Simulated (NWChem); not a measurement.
**triplet CHBrF2 at 5 levels**

Aim: a comparison of 5 runs (UHF/STO-3G, UHF/3-21G, UB3LYP/6-31G*, UB3LYP/aug-cc-pVDZ) of triplet CHBrF2. 

Program for the calculation: NWChem 7.3.0.

1 further run of the same task is left out (set aside as unsound or not needed). Runs told in other sessions of the task aren't counted.

## (1) The system as given

CHBrF2: 5 atoms, total charge 0, spin state triplet. As SMILES of the parent species, `FC(F)Br`. The coordinates come from a PBE0-D4/def2-TZVP relaxation. That shape belongs to the parent species and isn't relaxed for this state.

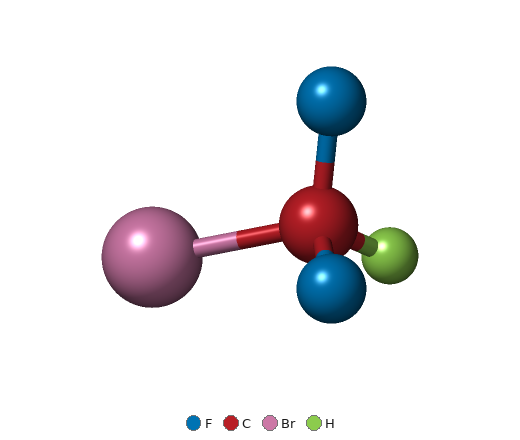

The structure, seen from a chosen angle (fluorine blue, carbon red, bromine pink, hydrogen green).

## (2) The energy at UHF/STO-3G (run 1)

Contents of chbrf2.xyz:

```xyz
5
CHBrF2
F      0.174340    -0.623850     1.201130
C      0.141760     0.019230     0.034970
F      0.707870    -0.753840    -0.890480
Br    -1.695370     0.389750    -0.456680
H      0.671400     0.968700     0.111060
```

Contents of chbrf2.nw:

```
start chbrf2
title "CHBrF2"
memory stack 880 mb heap 220 mb global 1100 mb
charge 0

geometry units angstrom noautosym nocenter noautoz
load chbrf2.xyz
end

basis "ao basis" spherical bse
F library STO-3G
C library STO-3G
Br library STO-3G
H library STO-3G
end

scf
triplet
uhf
thresh 1e-08
maxiter 80
end

task scf energy
```

Run with:

```sh
$ nwchem chbrf2.nw > chbrf2.out
```

Output:

```text
[...]
  functions       =    34
[...]
  wavefunction    = UHF
[...]
         Total SCF energy =  -2778.467452314715
      One electron energy =  -4405.014798346850
      Two electron energy =   1367.741689527398
 Nuclear repulsion energy =    258.805656504738
                       Sz =      1.0000
                 Sz(Sz+1) =      2.0000
                      S^2 =      2.0042
[...]
```

It took 6.6 s on 1 thread of Intel Xeon 6975P-C (Granite Rapids), shared host; peak memory 0.1 GiB.

## (3) The energy at UHF/3-21G (run 2)

Contents of mol.nw:

```
start mol
title "CHBrF2 hf"
memory total 2200 mb

geometry noautosym nocenter noautoz
F        0.174340      -0.623850       1.201130
C        0.141760       0.019230       0.034970
F        0.707870      -0.753840      -0.890480
Br      -1.695370       0.389750      -0.456680
H        0.671400       0.968700       0.111060
end

basis spherical bse
* library 3-21G
end

scf
triplet
uhf
thresh 1e-08
maxiter 80
print medium
end

task scf energy
```

Run with:

```sh
$ nwchem mol.nw > mol.out
```

Output:

```text
[...]
  functions       =    51
[...]
  wavefunction    = UHF
[...]
         Total SCF energy =  -2795.854423546655
      One electron energy =  -4413.506219742806
      Two electron energy =   1358.846139691414
 Nuclear repulsion energy =    258.805656504738
                       Sz =      1.0000
                 Sz(Sz+1) =      2.0000
                      S^2 =      2.0062
[...]
```

Run time: 9 s. Hardware: 1 thread of Intel Xeon 6975P-C (Granite Rapids), shared host; peak memory 0.1 GiB.

## (4) The energy at UB3LYP/6-31G(d) (spherical functions) (run 3)

Contents of run.py:

```python
from ase import Atoms
from ase.calculators.nwchem import NWChem

atoms = Atoms(['F', 'C', 'F', 'Br', 'H'], positions=[
    [0.174340, -0.623850, 1.201130],
    [0.141760, 0.019230, 0.034970],
    [0.707870, -0.753840, -0.890480],
    [-1.695370, 0.389750, -0.456680],
    [0.671400, 0.968700, 0.111060],
])

calc = NWChem(
    label='chbrf2',
    theory='dft',
    memory='2200 mb',
    basis='6-31G*',
    basispar='spherical bse',
    dft={'xc': 'b3lyp', 'mult': '3', 'grid': 'xfine', 'convergence': 'energy 1e-08', 'iterations': '100', 'mulliken': None},
    task='energy',
)
atoms.calc = calc

print(f"energy = {atoms.get_potential_energy():.6f} eV")
```

Run with:

```sh
$ export ASE_NWCHEM_COMMAND="nwchem PREFIX.nwi > PREFIX.nwo"
$ python run.py
```

Output:

```text
energy = -76519.027438 eV
```

The calculator wrote chbrf2.nwi:

```
title "chbrf2"

permanent_dir chbrf2

scratch_dir chbrf2

start chbrf2

geometry units angstrom nocenter noautosym noautoz
  F  1.7433999999999999e-01 -6.2385000000000002e-01 1.2011300000000000e+00
  C  1.4176000000000000e-01 1.9230000000000001e-02 3.4970000000000001e-02
  F  7.0787000000000000e-01 -7.5383999999999995e-01 -8.9048000000000005e-01
  Br -1.6953700000000000e+00 3.8974999999999999e-01 -4.5667999999999997e-01
  H  6.7140000000000000e-01 9.6870000000000001e-01 1.1106000000000001e-01
end

memory 2200 mb

basis spherical bse noprint
   * library 6-31G*
end

dft
  xc b3lyp
  mult 3
  grid xfine
  convergence energy 1e-08
  iterations 100
  mulliken
end

task dft energy
```

chbrf2.nwo:

```text
Northwest Computational Chemistry Package (NWChem) 7.3.0
             --------------------------------------------------------

           Job information
           ---------------

    nwchem branch   = 7.3.0
    use scalapack   = T
    input           = chbrf2.nwi
    prefix          = chbrf2.
    data base       = chbrf2/chbrf2.db
    status          = startup
    nproc           =        1

           Memory information
           ------------------

    heap     =     72089596 doubles =      550.0 Mbytes
    stack    =     72089601 doubles =      550.0 Mbytes
    global   =    144179200 doubles =     1100.0 Mbytes (distinct from heap & stack)
    total    =    288358397 doubles =     2200.0 Mbytes
    verify   = yes
    hardfail = no

[... 100 lines left out ...]
  convergence criterion.
[... 17 lines left out ...]
          Convergence on gradient requested:  5.00D-04
[... 27 lines left out ...]
          Convergence aids based upon iterative change in
[... 28 lines left out ...]
 1-e energy   =   -4426.967165
[... 67 lines left out ...]
         Total DFT energy =    -2812.022414780025
[... 2 lines left out ...]
    Exchange-Corr. energy =     -118.160391087619
[... 541 lines left out ...]
                     DFT Final Beta Molecular Orbital Analysis
[... 622 lines left out ...]
 center of mass
 --------------
 x =  -1.67940065 y =   0.08921113 z =  -0.43392951

 moments of inertia (a.u.)
 ------------------
         297.303655876918         210.085088429236         -97.473185756019
         210.085088429236         676.216986914948          50.607133163064
         -97.473185756019          50.607133163064         600.236329661759

     Multipole analysis of the density
     ---------------------------------

     L   x y z        total         alpha         beta         nuclear
     -   - - -        -----         -----         ----         -------
     0   0 0 0     -0.000000    -31.000000    -29.000000     60.000000

     1   1 0 0     -0.099059     49.481760     44.671343    -94.252162
[... 8 lines of this table left out ...]
     2   0 0 2    -26.576169    -64.016441    -60.550321     97.990593

 Task  times  cpu:       27.6s     wall:       27.6s
 Total times  cpu:       27.6s     wall:       27.6s
```

Run time: 29 s. Hardware: 1 thread of Intel Xeon 6975P-C (Granite Rapids), shared host; peak memory 0.13 GiB.

Run 4 isn't shown in full; the table further down has it.

## (5) The energy at UB3LYP/aug-cc-pVDZ (run 5)

chbrf2.xyz is that of step 2.

Contents of chbrf2.nw:

```
start chbrf2
title "CHBrF2"
memory total 2200 mb
charge 0

geometry units angstroms noautosym nocenter noautoz
  load format xyz chbrf2.xyz
end

basis spherical bse
  * library aug-cc-pVDZ
end

dft
  xc b3lyp
  mult 3
  grid fine
  convergence energy 1e-08
  iterations 100
  mulliken
  print medium
end

task dft energy
```

Run with:

```sh
$ nwchem chbrf2.nw > chbrf2.out
```

Output:

```text
[...]
          Wavefunction type:  spin polarized.
          No. of atoms     :     5
          No. of electrons :    60
[...]
          Charge           :     0
          Spin multiplicity:     3
[...]
          AO basis - number of functions:   114
[...]
              XC Information
              --------------
                         B3LYP Method XC Potential
                     Hartree-Fock (Exact) Exchange  0.200
                        Slater Exchange Functional  0.800 local
                    Becke 1988 Exchange Functional  0.720 non-local
              Lee-Yang-Parr Correlation Functional  0.810
                  VWN I RPA Correlation Functional  0.190 local
[...]
 d= 0,ls=0.0,diis     1  -2812.1099429957 -3.07D+03  1.99D-01  4.17D-01     9.9
[...]
 d= 0,ls=0.0,diis    14  -2812.3555395040 -2.85D-09  6.03D-07  5.16D-10    94.1
[...]
         Total DFT energy =    -2812.355539504033
      One electron energy =    -4425.263761285502
           Coulomb energy =     1472.168060818126
    Exchange-Corr. energy =     -118.065495541394
 Nuclear repulsion energy =      258.805656504738
[...]
      Total Density - Mulliken Population Analysis
     ---------------------------------------------
    Atom       Charge   Shell Charges
 -----------   ------   -------------------------------------------------------
    1 F    9     9.37   2.01  0.89  1.03  0.12  3.35  1.85  0.10  0.01  0.02
    2 C    6     5.09   2.02  0.70  0.18 -0.08  1.96  0.14 -0.02  0.20 -0.01
    3 F    9     9.37   2.01  0.89  1.03  0.12  3.35  1.85  0.10  0.01  0.02
    4 Br  35    34.75   2.00  2.00  2.04  1.14  0.77 -0.03  6.00  6.01  2.55  1.96  0.19  9.95  0.16  0.00
    5 H    1     1.43   0.78  0.56  0.03  0.03  0.03
[...]
      <S2> =      2.0034 (Exact =     2.0000)
[...]
```

Wall time 95 s (1 thread of Intel Xeon 6975P-C (Granite Rapids), shared host); peak memory 0.12 GiB.

## (6) The series

```csv
run,level,iteration cap,module,energy (Eh),dipole moment (D),HOMO energy (eV),⟨S²⟩,wall time
1,UHF/STO-3G,80,scf,-2778.467452,2.40,-2.31,2.004,6.6 s
2,UHF/3-21G,80,scf,-2795.854424,2.53,-6.05,2.006,9 s
3,UB3LYP/6-31G* (spherical functions),100,dft,-2812.022415,1.21,-2.62,2.003,29 s
4,UB3LYP/6-31G* (Cartesian functions),100,dft,-2812.034339,1.21,-2.64,2.003,33 s
5,UB3LYP/aug-cc-pVDZ,100,dft,-2812.355540,1.20,-3.12,2.003,95 s
```

## (7) Summary of results

```
                                 quantity           value
                      run 5: total energy  -2812.35554 Eh
                     run 5: dipole moment          1.20 D
run 5: HOMO energy (highest over α and β)        -3.12 eV
                              run 5: ⟨S²⟩           2.003
```

**Reading.** The dipole moment (its size) runs from 1.20 D (UB3LYP/aug-cc-pVDZ) to 2.53 D (UHF/3-21G). The two ends differ in method and basis. In run 1 the basis is minimal, so the values are rough. All runs together took 2.9 min, the longest 95 s.
